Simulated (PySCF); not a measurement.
**NOF (nitrosyl fluoride) at B2PLYP/STO-6G**

What is the vertical ionisation energy of NOF (nitrosyl fluoride) at B2PLYP/STO-6G? Input form: a Python script.

The results are computed with PySCF 2.14.0.

13 further runs of the same task are left out: 4 that didn't finish, 9 set aside as unsound or not needed.

## 1. The system as given

The species is NOF (3 atoms), meant as a singlet with charge 0. As SMILES, `O=NF`. The shape is that of a PBE0-D4/def2-TZVP optimisation.

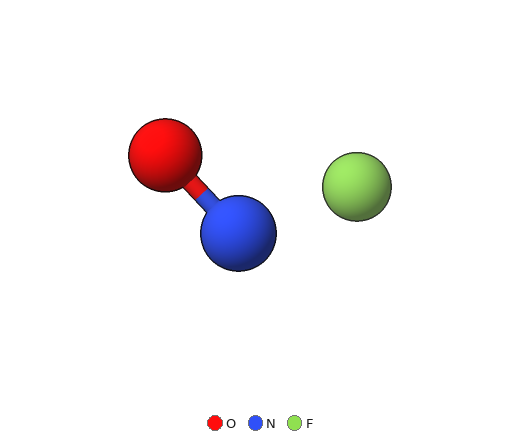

The structure, seen from a chosen angle (oxygen red, nitrogen blue, fluorine green).

## 2. The energy at B2PLYP/STO-6G

The input, geometry.xyz:

```xyz
3

O      0.868350     0.242970     0.504740
N      0.148930    -0.482540     0.029910
F     -1.017290     0.239580    -0.534650
```

The input, calc.py:

```python
from pyscf import gto, dft, mp

mol = gto.M(
    atom='geometry.xyz',
    charge=0,
    verbose=3,
    basis='sto-6g',
    max_memory=1860,
)

myscf = dft.RKS(mol, xc='0.53*HF + 0.47*B88, 0.73*LYP')
myscf.grids.level = 5
myscf.conv_tol = 1e-10
myscf.kernel()
if not myscf.converged:
    myscf = myscf.newton().run(myscf.mo_coeff, myscf.mo_occ)

pt = mp.MP2(myscf, frozen=3).run()
etot = myscf.e_tot + 0.27 * pt.e_corr
print('PT2 part  %.8f' % (0.27 * pt.e_corr))
print(f'total energy: {etot:.8f} hartree')
```

Started as:

```
$ OMP_NUM_THREADS=1 python calc.py
```

Log:

```text
converged SCF energy = -228.325404401216
E(RMP2) = -228.547149068081  E_corr = -0.221744666865218
E(SCS-RMP2) = -228.548880522314  E_corr = -0.223476121098554
PT2 part  -0.05987106
total energy: -228.38527546 hartree
```

It took 2.3 s on 1 thread of Arm Neoverse V1, shared host; peak memory 0.18 GiB.

## 3. The doublet cation at the same level

The input, input.py:

```python
from pyscf import gto, dft, mp

mol = gto.Mole()
mol.atom = 'O 0.868350 0.242970 0.504740; N 0.148930 -0.482540 0.029910; F -1.017290 0.239580 -0.534650'
mol.spin = 1
mol.max_memory = 1860
mol.basis = 'sto-6g'
mol.verbose = 3
mol.charge = 1
mol.build()

myscf = dft.UKS(mol)
myscf.xc = '0.53*HF + 0.47*B88, 0.73*LYP'
myscf.conv_tol = 1e-10
myscf.grids.level = 5
myscf.kernel()
if not myscf.converged:
    myscf = myscf.newton().run(myscf.mo_coeff, myscf.mo_occ)

pt = mp.MP2(myscf, frozen=3).run()
energy = myscf.e_tot + 0.27 * pt.e_corr
print('PT2 part  %.8f' % (0.27 * pt.e_corr))
print('Final energy', energy)
```

Started as:

```
$ OMP_NUM_THREADS=1 python input.py
```

Log:

```text
converged SCF energy = -227.96113814542  <S^2> = 0.80558008  2S+1 = 2.0548285
E(UMP2) = -228.212482706641  E_corr = -0.251344561220176
E(SCS-UMP2) = -228.20397206098  E_corr = -0.24283391555984
PT2 part  -0.06786303
Final energy -228.02900117694986
```

Wall time 5.1 s (1 thread of Arm Neoverse V1, shared host); peak memory 0.18 GiB.

## 4. Outcome

At B2PLYP/STO-6G, 3 core orbitals frozen:

```
                                                                quantity          value
                                               singlet NOF: total energy  -228.38528 Eh
                                   singlet NOF: dipole moment (SCF part)         0.36 D
                          singlet NOF: HOMO energy (SCF part's orbitals)       -7.29 eV
                          singlet NOF: LUMO energy (SCF part's orbitals)        1.96 eV
                        singlet NOF: HOMO–LUMO gap (SCF part's orbitals)        9.25 eV
                                            doublet cation: total energy  -228.02900 Eh
doublet cation: HOMO energy (SCF part's orbitals) (highest over α and β)      -21.40 eV
 doublet cation: LUMO energy (SCF part's orbitals) (lowest over α and β)      -12.49 eV
                                                    doublet cation: ⟨S²⟩          0.806
                      vertical ionisation energy (to the doublet cation)       9.695 eV
```

The vertical ionisation energy comes to 9.69 eV (224 kcal/mol). −ε(HOMO) before ionisation, 7.29 eV, is 2.41 eV below this ionisation energy. In a minimal basis such a difference can be off by several eV, whatever the method.
